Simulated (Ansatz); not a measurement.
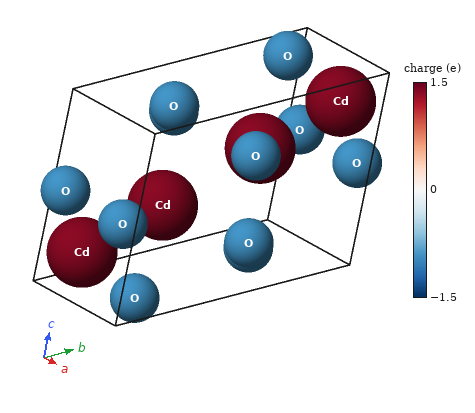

Spheres-only representation of a periodic structure, projected slightly off an axis. The edges of the cell (the run's own, in a reduced setting) are marked. The atoms of this Cd$_{2}$O$_{3}$ cell are coloured by their Bader charge.

Computational set-up: DFT, PAW plane waves, PBE in Ansatz, wavefunction cutoff 420 eV, k-points about 0.29 Å⁻¹ apart, Fermi-Dirac smearing of 0.1 eV, no spin polarisation. The pressure of the cell is 20 GPa.

Q: What charges do the elements carry?

A: Most positive: Cd; most negative: O. Charges: about Cd +1.4 e; O -0.9 e.

The structure comes from a generated cell, made by putting these elements into a known structure type (the compound may or may not exist in this form). This is the structure after a relaxation with DFT, PAW plane waves, PBE (Ansatz).

At this level of theory the cell isn't at rest (compressed, at 20 GPa), so its distances can differ from those at equilibrium, the more so the softer the solid.
